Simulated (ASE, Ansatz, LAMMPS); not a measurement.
# Convergence of a linear-scaling basis for Σ13 (111) twist boundary in Si (156 atoms)

Aim: test how closely localised support functions follow the reference on Σ13 (111) twist boundary in Si (156 atoms), and at what cost. A setting counts as converged where the r.m.s. difference of forces stays under 1 % of the r.m.s. force.

Main program and level: Ansatz 0.2.0; Kohn-Sham DFT, PBE, PAW (set soft_2), plane waves.

## Step 1: Starting point

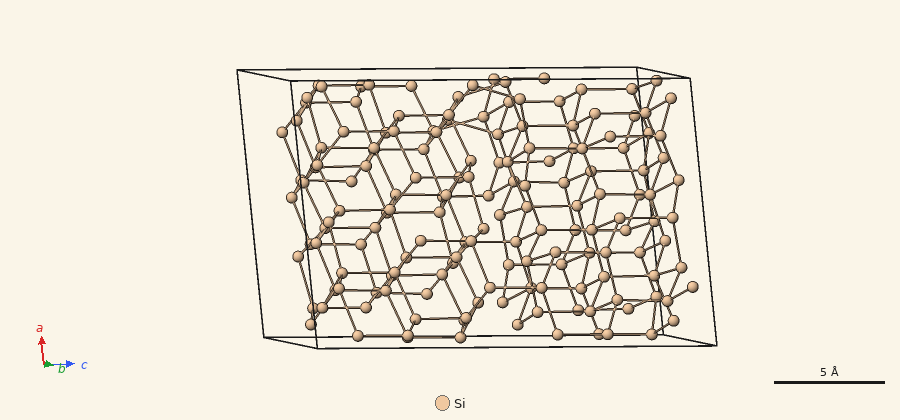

The starting structure, seen from the side, with the c axis across the page (silicon light orange).

The cell holds 156 atoms: 156 Si. Its edges and angles: a = 13.846 Å, b = 13.846 Å, c = 18.565 Å, α = 90.0°, β = 90.0°, γ = 120.0°. It derives from Si (diamond-structure). Diamond-structure Si (a = 5.431 Å); two grains turned against each other by 27.80 deg about [111]; 1 x 1 coincidence cells, 1 lattice periods a grain, two boundaries a cell, upper grain shifted by [0.67, 0.586] of the boundary cell and opened by 0 Å, one atom of each pair nearer than 1.293 Å removed; annealed from 600 K for 3 ps and minimised with a classical potential (one cell length free). Regions: lower grain, 78 atoms (78 Si); upper grain, 78 atoms (78 Si).

Limits known from the start: The host structure and its lattice constant were typed by rule, without a check against the phase diagram. Only the Γ point is sampled, in a cell whose shortest periodic width is 12 Å.

## Step 2: The classical run that made the cell

A classical potential prepares the built cell, by minimisation and a short run of dynamics.

This step: classical potential: Stillinger-Weber (Stillinger and Weber, Phys. Rev. B 31, 5262 (1985)) (LAMMPS stable Jul 2025 - Update 4).

in.lammps

```
units metal
atom_style atomic
boundary p p p
atom_modify map array
read_data structure.data
pair_style sw
pair_coeff * * Si.sw Si
thermo_style custom step temp pe press lx ly lz fmax
thermo 200
timestep 0.001
velocity all create 600 50011 dist gaussian
fix md all nvt temp 600 10 0.1
run 3000
unfix md
min_style cg
minimize 0 1e-4 3000 30000
fix box all box/relax z 0.0 vmax 0.001
minimize 0 1e-4 3000 30000
unfix box
minimize 0 1e-4 2000 20000
write_data relaxed.data nocoeff
```

On the command line:

```console
> lmp -in in.lammps -log log.lammps -screen none -nocite
```

Numbers of over 12 decimals in the logs are rounded to 6 here.

What it wrote:

```text
LAMMPS (22 Jul 2025 - Update 4)
  156 atoms
   Step          Temp          PotEng         Press            Lx             Ly             Lz            Fmax     
         0   600           -654.30387     -17751.049      13.846387      11.991323      18.813536      2.5379928    
       200   548.0946      -651.09863     -4085.6678      13.846387      11.991323      18.813536      2.6738056    
       400   496.49009     -651.7921      -1161.1443      13.846387      11.991323      18.813536      3.2988743    
       600   527.77404     -653.84459     -5152.3536      13.846387      11.991323      18.813536      2.6263636    
[... 36 lines left out ...]
  Iterations, force evaluations = 425 838
   Step          Temp          PotEng         Press            Lx             Ly             Lz            Fmax     
      3504   38.47911      -663.68821      3592.9759      13.846387      11.991323      18.564737      1.2104933e-05
      3505   38.47911      -663.68821      3592.9896      13.846387      11.991323      18.564737      7.4888245e-06
Loop time of 0.00486917 on 1 procs for 1 steps with 156 atoms
Minimization stats:
  Stopping criterion = force tolerance
  Energy initial, next-to-last, final = 
     -663.688207163597  -663.688207163597  -663.688207163818
  Force two-norm initial, final = 8.2776517e-05 6.4374583e-05
  Force max component initial, final = 1.2104933e-05 7.4888245e-06
  Iterations, force evaluations = 1 2
```

Elapsed: 4 s, on 1 thread of Intel Xeon at 2.80GHz (Skylake/Cascade Lake), shared host.

## Step 3: Plane-wave single point

The first run fixes the reference, at a cutoff of 420 eV.

input.yaml

```yaml
crystal:
  lattice:
    - [13.84639, 0.0, 0.0]
    - [-6.92319, 11.99132, 0.0]
    - [0.0, 0.0, 18.56474]
  atoms:
    - { symbol: Si, position: [0.92241, 0.67744, 0.44147] }
    - { symbol: Si, position: [0.92318, 0.67715, 0.0634] }
    - { symbol: Si, position: [0.82374, 0.37039, 0.44999] }
    - { symbol: Si, position: [0.82452, 0.3701, 0.07192] }
    - { symbol: Si, position: [0.9627, 0.54611, 0.11223] }
    - { symbol: Si, position: [0.96433, 0.54839, 0.23846] }
    - { symbol: Si, position: [0.7698, 0.07349, 0.44999] }
    - { symbol: Si, position: [0.76874, 0.07271, 0.07192] }
    - { symbol: Si, position: [0.88619, 0.24995, 0.11534] }
    - { symbol: Si, position: [0.88808, 0.2459, 0.24128] }
    - { symbol: Si, position: [0.93971, 0.11463, 0.27492] }
    - { symbol: Si, position: [0.94037, 0.11301, 0.40115] }
    - { symbol: Si, position: [0.6868, 0.74609, 0.44799] }
    - { symbol: Si, position: [0.67496, 0.76261, 0.06091] }
    - { symbol: Si, position: [0.80656, 0.93453, 0.11223] }
    - { symbol: Si, position: [0.80722, 0.93291, 0.23846] }
    - { symbol: Si, position: [0.6123, 0.46111, 0.45248] }
    - { symbol: Si, position: [0.59578, 0.43275, 0.06539] }
    - { symbol: Si, position: [0.73378, 0.62523, 0.09297] }
    - { symbol: Si, position: [0.73134, 0.62448, 0.22514] }
    - { symbol: Si, position: [0.85884, 0.80163, 0.2721] }
    - { symbol: Si, position: [0.86073, 0.79759, 0.39804] }
    - { symbol: Si, position: [0.52684, 0.12743, 0.44999] }
    - { symbol: Si, position: [0.52713, 0.1285, 0.07192] }
    - { symbol: Si, position: [0.64728, 0.31032, 0.11534] }
    - { symbol: Si, position: [0.65133, 0.31625, 0.24128] }
    - { symbol: Si, position: [0.7826, 0.49915, 0.27492] }
    - { symbol: Si, position: [0.78422, 0.50143, 0.40115] }
    - { symbol: Si, position: [0.58691, 0.01104, 0.11534] }
    - { symbol: Si, position: [0.58098, 0.00915, 0.24128] }
    - { symbol: Si, position: [0.70679, 0.19044, 0.28104] }
    - { symbol: Si, position: [0.70679, 0.19044, 0.40613] }
    [... 118 atom lines left out ...]
    - { symbol: Si, position: [0.73378, 0.78262, 0.59297] }
    - { symbol: Si, position: [0.73134, 0.78094, 0.72514] }
    - { symbol: Si, position: [0.7826, 0.95752, 0.77492] }
    - { symbol: Si, position: [0.78422, 0.95686, 0.90115] }
    - { symbol: Si, position: [0.85884, 0.73129, 0.7721] }
    - { symbol: Si, position: [0.86073, 0.73722, 0.89804] }
kpoints:
  mp_grid: { grid: [1, 1, 1] }
hamiltonian:
  xc: pbe
scf:
  occupations: { method: fermi_dirac, width: 0.05 }
output:
  forces: true
  stress: true
  populations: intrinsic
  dos:
    method: { smearing: { sigma: 0.1 } }
    de: 0.1
    projected:
      site_lists:
        Si: [Si]
        lower_grain: [0, 1, 2, 3, 4, 5, 6, 7, 8, 9, 10, 11, 12, 13, 14, 15, 16, 17, 18, 19, 20, 21, 22, 23, 24, 25, 26, 27, 28, 29, 30, 31, 32, 33, 34, 35, 36, 37, 38, 39, 40, 41, 42, 43, 44, 45, 46, 47, 48, 49, 50, 51, 52, 53, 54, 55, 56, 57, 58, 59, 60, 61, 62, 63, 64, 65, 66, 67, 68, 69, 70, 71, 72, 73, 74, 75, 76, 77]
        upper_grain: [78, 79, 80, 81, 82, 83, 84, 85, 86, 87, 88, 89, 90, 91, 92, 93, 94, 95, 96, 97, 98, 99, 100, 101, 102, 103, 104, 105, 106, 107, 108, 109, 110, 111, 112, 113, 114, 115, 116, 117, 118, 119, 120, 121, 122, 123, 124, 125, 126, 127, 128, 129, 130, 131, 132, 133, 134, 135, 136, 137, 138, 139, 140, 141, 142, 143, 144, 145, 146, 147, 148, 149, 150, 151, 152, 153, 154, 155]
  eigenvalues: true
  write_density: true
  write_potential: true
  volumetric_format: npy
```

On the command line:

```console
> ansatz run input.yaml --threads 8 --pin off --max-ram 15872MiB --backend cpu --events-out ev --progress --plain --runs-dir out
```

What it wrote:

```text
Warning: the atoms were moved onto the symmetric positions of the space group found under crystal.symmetry.tolerance 1.0e-5 (fractional; no operation is sought that the atoms, as they stand in a round, miss by more than twice it, and no atom is moved by as much as it), and the run uses the moved positions. [...]
Engine: ansatz 0.2.0, aarch64-unknown-linux-gnu
Pseudopotentials: kind: paw
Pseudopotential: Si, paw, valence charge 4, recommended cutoff 420 eV (normal), Si.paw.azcp
[... 5 lines on functional and potentials left out ...]
Crystal: 156 atoms, lattice volume = 3082.424 Å³
Basis set: ecut = 420 eV, 60225 PW (Γ), exchange–correlation on 192×192×250 points (8 copies of the dense FFT grid, shifted against one another)
Bands: 468, of which v1, the nominal top of the filled ones, is band 312 counted from 1 (311 counted from 0)
Symmetry: 12 space group operations
Space group: P-3c1 (ITA 165), of the structure as read, at distance tolerance 1.5e-4 Å
k-points: 1
[... 3 lines on functional and potentials left out ...]
Initial density: superposition of atomic densities (neutral atoms: chi_scale 0, normalization atom), corrected by the library's trained network
Initial wavefunctions: pseudopotential atomic-orbital guess
Functional: x = pbe(κ = 0.804, μ = 0.219515), c = pbe(β = 0.066725)
SCF iter   1: F=—  HF=-99164.675347 eV  |F-HF|=—  |Δ(HF+E_count)|=         —  Δρ=2.35e-3  dr2=4.40e-1  ethr=1.77e-3  ⟨swp⟩=6.0  Hψ=2159  notcnv=0  defer=83
preconditioner: auto → Resta (q_TF=auto, 2.091 Å⁻¹)  ε∞=5.7  [insulator: Δε(μ)=0.182 eV  Ē_g=7.683 eV  σ=0.050 eV  W_gap=0.71  n_scr=474 (ndim 8)  ℏωp=16.7 eV  f_vac=0.000  D(μ)=31.08/eV (n_scr^D=108)  ε∞_Penn≈5.7]
SCF iter   2: F=—  HF=-99164.637378 eV  |F-HF|=—  |Δ(HF+E_count)|=   3.80e-2  Δρ=1.29e-3  dr2=9.77e-2  ethr=7.05e-5  ⟨swp⟩=2.0  Hψ=543  notcnv=0  defer=105
SCF iter   3: F=—  HF=-99164.628914 eV  |F-HF|=—  |Δ(HF+E_count)|=   8.46e-3  Δρ=2.13e-4  dr2=2.11e-3  ethr=1.57e-5  ⟨swp⟩=3.0  Hψ=728  notcnv=0  defer=105
SCF iter   4: F=—  HF=-99164.629259 eV  |F-HF|=—  |Δ(HF+E_count)|=   3.45e-4  Δρ=5.40e-5  dr2=1.67e-4  ethr=3.38e-7  ⟨swp⟩=2.0  Hψ=679  notcnv=0  defer=105
SCF iter   5: F=—  HF=-99164.629322 eV  |F-HF|=—  |Δ(HF+E_count)|=   6.33e-5  Δρ=1.43e-5  dr2=1.11e-5  ethr=2.68e-8  ⟨swp⟩=2.0  Hψ=675  notcnv=0  defer=105
SCF iter   6: F=—  HF=-99164.629158 eV  |F-HF|=—  |Δ(HF+E_count)|=   1.64e-4  Δρ=3.14e-6  dr2=4.87e-7  ethr=1.78e-9  ⟨swp⟩=2.0  Hψ=778  notcnv=0  defer=108
SCF iter   7: F=-99164.629158 eV  HF=-99164.629158 eV  |F-HF|=1.19e-8  |Δ(HF+E_count)|=   4.17e-7  Δρ=6.72e-7  dr2=2.35e-8  ethr=1.60e-11  ⟨swp⟩=19.0  Hψ=4020  notcnv=0
SCF 1 converged in 7 iterations: F = -99164.629158 eV  dr2 = 2.35e-8
  greatest PAW one-centre occupation: 0.653 electrons in one spin orbital (limit 2), on the Si atom at site 148 (counted from 0), in its partial waves of l = 0
SCF converged after 7 iterations
Free energy (F): -99164.629158 eV
Harris-Foulkes:  -99164.629158 eV  (|F-HF|=1.19e-8)
Internal energy: -99164.338010 eV  (E = F + TS)
E sigma→0 (E₀):  -99164.483584 eV
Entropy (-TS):   -0.291148 eV (-1.866 meV/atom)
Fermi energy:    6.662643 eV
--- Per-component energies (eV) ---
  E_band       = 825.360731
  E_kinetic    = 6278.218344
  E_local      = -4023.650691  (includes V_loc(G=0)·N_el)
  E_nonlocal   = 4041.724363
  E_hartree    = 1095.315977
  E_xc         = -8602.503991
  E_vxc        = -7283.140320  (∫ρ·V_xc dr)
  E_paw        = -79985.628917  (= ΣΔE_a)
  E_vpaw       = -378.425228  (= ΣTr[D̂ρ^β])
  E_aug_tail   = 0.000962  (compensation charges beyond the density's cutoff)
  E_ewald      = -17967.814057
  E_smearing   = -0.291148  (= −TS)
  E_closure    = 0.000000  (closes the sum)
  Σ components = -99164.629158   (vs F -99164.629158, Δ=0.00e0)
--- Forces (eV/Å), atoms counted from 1 ---
  atom   1  Si    -0.08399712    -0.09432575     0.14432142
  atom   2  Si    -0.04576700     0.01286249     0.01132167
  atom   3  Si     0.04576700    -0.01286249    -0.01132167
  atom   4  Si     0.08399712     0.09432575    -0.14432142
  atom   5  Si     0.09243001    -0.00968949     0.20849704
  atom   6  Si    -0.03646715    -0.11810574     0.10111597
  atom   7  Si    -0.03402274    -0.03320414    -0.01132167
  atom   8  Si     0.03968994    -0.11990651    -0.14432142
  atom   9  Si     0.08180039     0.11015446     0.02525284
  atom  10  Si    -0.00058680     0.20234420     0.13752351
  atom  11  Si     0.08404899    -0.09063434    -0.10111597
  atom  12  Si     0.05460635     0.07520199    -0.20849704
  atom  13  Si    -0.59652985     0.19579808    -0.02648669
  atom  14  Si     0.15596957    -0.05936212     0.18850548
[...]
atom 155  Si    -0.17494177     0.10168036    -0.13752351
  atom 156  Si    -0.13629676    -0.01576393    -0.02525284
  max |Σ_I F_I| component: 3.33e-16 eV/Å
--- Stress (GPa, compression-positive) ---
        0.106785       0.000000      -0.000000
        0.000000       0.106785      -0.000000
       -0.000000      -0.000000       3.126050
  P = ⅓ Tr σ = 1.1132 GPa (11.132 kbar)
--- Band table (eV) ---
  k-point 0: bands = ["-5.6931", "-5.4215", "-5.1928", "-4.8574", [... 452 levels ...], "10.1520", "10.1705", "10.1705", "10.2464", "10.2464", "10.2539", "10.3494", "10.3578", "10.3578", "10.3587", "10.4147", "10.4147"]
--- intrinsic populations: 156 sites ---
  site symbol       q [e]
     0     Si      4.0219
     1     Si      3.9919
     2     Si      3.9919
[...]
155     Si      3.9840
  spilling = 0.000000 (of n_electrons = 624.000000)
```

Wall time 45 s (8 threads of Arm Neoverse V1, shared host); peak memory 4 GiB.

In the SCF lines HF is the Harris–Foulkes energy and dr2 the Hartree energy of the density residual, in eV; the loop may stop once dr2 is under the threshold and the program's other checks hold. Hψ counts applications of the Hamiltonian.

The program notes that positions were snapped to a detected symmetry.

The run gave:

| Property | Result |
| --- | --- |
| free energy | -99164.6292 eV |
| free energy per atom | -635.6707 eV/atom |
| SCF cycles | 7 |
| pressure | 1.113 GPa |
| r.m.s. force component | 0.1595 eV/Å |
| longest force | 0.6284 eV/Å |
| Fermi energy | 6.663 eV |
| levels partly filled by over 2 per cent | 8 |

Neighbours are counted within 2.68 Å (Si-Si).

Length of the force by element and coordination:

```
element  coordination  atoms  mean length of the force (eV/Å)  spread   least   most
     Si           all    156                            0.230   0.153  0.0361  0.628
     Si             3     12                            0.628       0   0.628  0.628
     Si             4    144                            0.197   0.105  0.0361  0.485
```

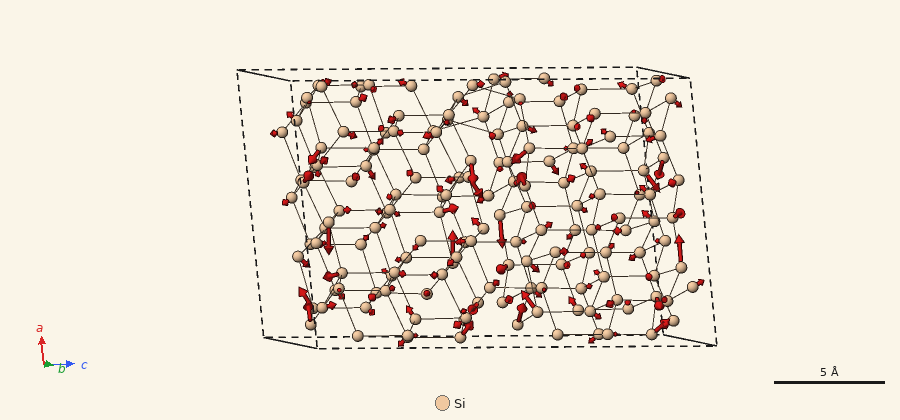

Forces as arrows; the longest in the cell is 0.628 eV/Å.

Intrinsic-atomic-orbital charges by element and coordination:

```
element  coordination  atoms  mean charge (e)  spread    least     most
     Si           all    156                0  0.0141  -0.0241    0.016
     Si             3     12          -0.0241       0  -0.0241  -0.0241
     Si             4    144            0.002  0.0128  -0.0219    0.016
```

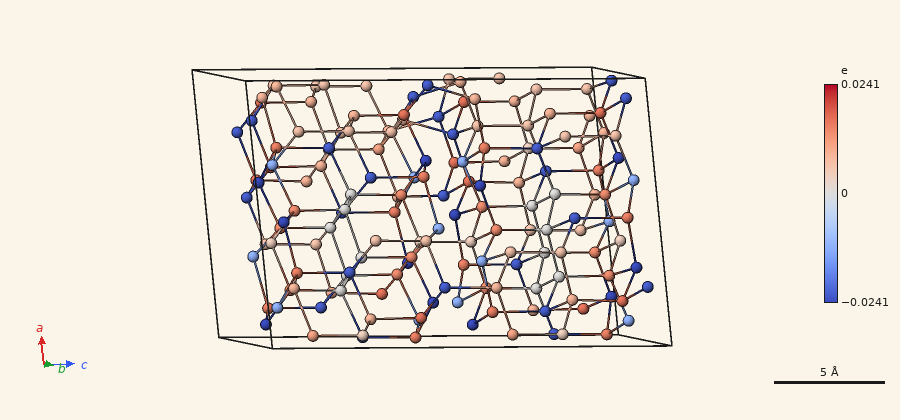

Atoms coloured by intrinsic-atomic-orbital charge.

By region:

```
     region  atoms  mean length of the force (eV/Å)  net charge (e)
lower grain     78                             0.23               0
upper grain     78                             0.23               0
```

States in the cell by windows of 1 eV, zero at the Fermi level; the larger projections on atomic orbitals stand beside the total:

```
from (eV)  to (eV)  total  Si p  lower grain  upper grain  Si s
      -13      -12    3.8   0.3          1.9          1.9   3.5
      -12      -11   31.2   8.1         15.5         15.5  22.9
      -11      -10   31.0   9.6         15.4         15.4  21.2
      -10       -9   57.4  17.9         28.6         28.6  39.2
       -9       -8   32.7  12.1         16.3         16.3  20.4
       -8       -7   48.1  25.1         23.9         23.9  22.6
       -7       -6   39.8  21.4         19.8         19.8  18.2
       -6       -5   37.3  22.0         18.5         18.5  15.0
       -5       -4   61.0  51.0         30.2         30.2   9.5
       -4       -3   93.8  85.2         46.4         46.4   7.7
       -3       -2   99.2  94.1         49.0         49.0   3.9
       -2       -1   61.3  58.2         30.1         30.1   2.1
       -1        0   27.4  23.5         13.1         13.1   2.7
        0        1   29.6  20.1         13.6         13.6   7.0
        1        2   66.1  39.4         28.5         28.5  17.7
        2        3  130.4  78.7         51.2         51.2  23.6
```

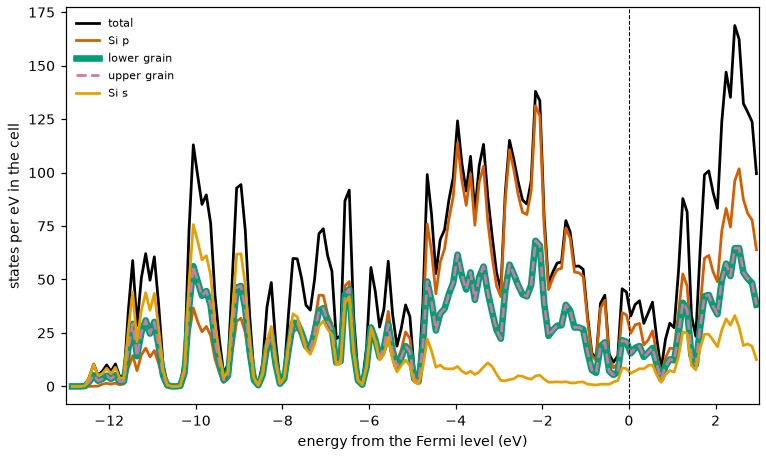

Total and projected density of states, with the broadening of the input.

The levels nearest the highest filled one (over half full), pooled over k-points and spins:

```
level less the highest filled one (eV)  occupation
                                -0.241        2.00
                               -0.0073        1.83
                               -0.0073        1.83
                                -0.002        1.81
                                -0.002        1.81
                                     0        1.80
                                 0.182       0.391
                                 0.211       0.239
                                 0.211       0.239
                                 0.346       0.018
                                 0.358       0.014
                                 0.358       0.014
```

Planar average of the electrostatic potential energy along the normal, with the Fermi level as zero, after a running mean with a triangular window 4 Å wide at its base:

```
height (Å)  potential energy (eV)
       0.0                  -4.87
       0.7                  -5.49
       1.5                  -6.42
       2.2                  -5.52
       3.0                  -3.98
       3.7                  -4.47
       4.5                  -6.07
       5.2                  -5.87
       5.9                  -4.23
       6.7                  -4.14
       7.4                  -5.79
       8.2                  -6.37
       8.9                  -5.28
       9.5                  -4.86
      10.2                  -5.88
      11.0                  -6.36
      11.7                  -4.98
      12.5                  -3.86
      13.2                  -4.99
      14.0                  -6.27
      14.7                  -5.41
      15.4                  -3.94
      16.2                  -4.57
      16.9                  -6.18
      17.7                  -6.14
      18.4                  -4.98
```

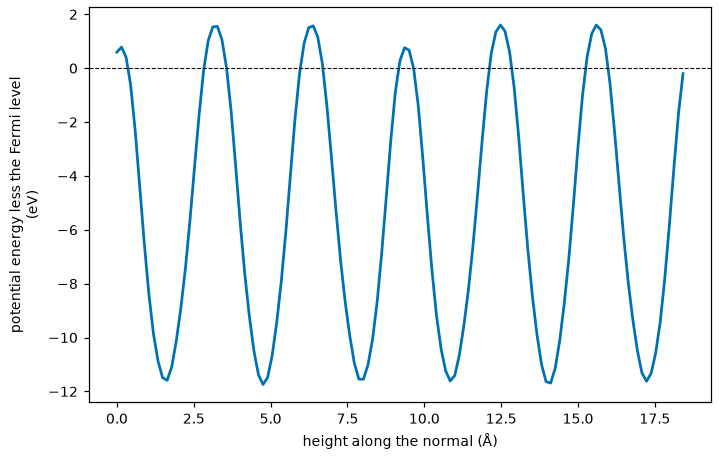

Planar average of the electrostatic potential energy; the dashed line is the Fermi level.

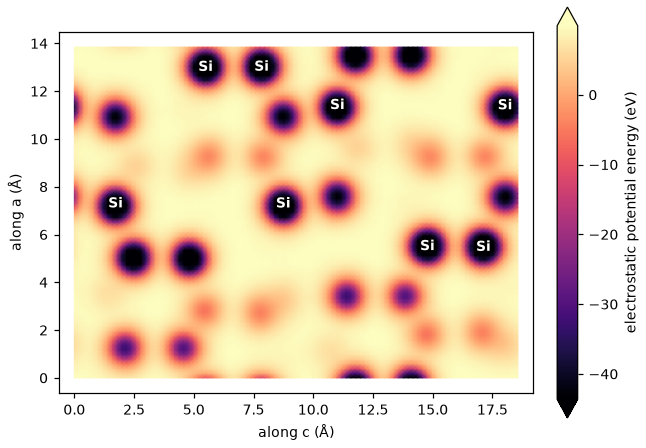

Electrostatic potential energy in the ca plane at fractional y = 0.113, with atoms of Si within 0.2 Å of it. With pseudopotentials it is smooth inside the atoms' cores, unlike the true potential.

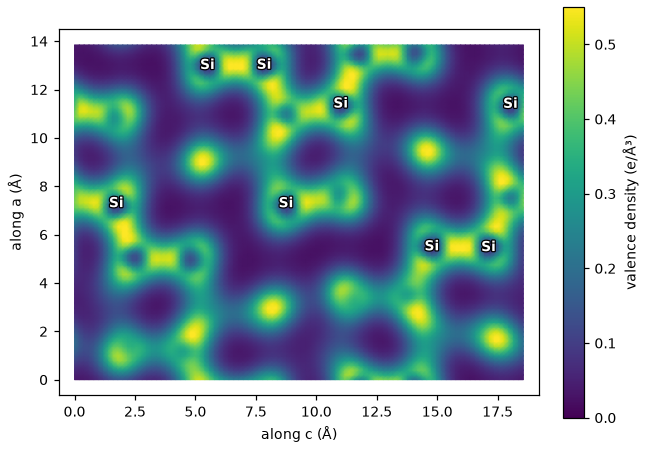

Valence density in the ca plane at fractional y = 0.113, with atoms of Si within 0.2 Å of it. It is the smooth field of the valence electrons, not physical close to the nuclei.

Forces differ by site in this geometry: Si atoms with 3 neighbours bear 0.63 eV/Å on average, against 0.20 eV/Å for those with 4. Intrinsic-atomic-orbital charges run from -0.02 to +0.02 e. Within 0.4 eV of the Fermi level the largest share is Si p (79 % of the projected weight).

[end of part 1 of 2]

[Logs are printed without paths, hosts, clocks, repeated set-up lines and the standing remarks that a program may print on its own settings, such as how far it seeks lower states.]

[Hosts, paths, dates, database ids (printed as entryN), source tags and the programs' standing remarks are cut or masked in the printed files.]
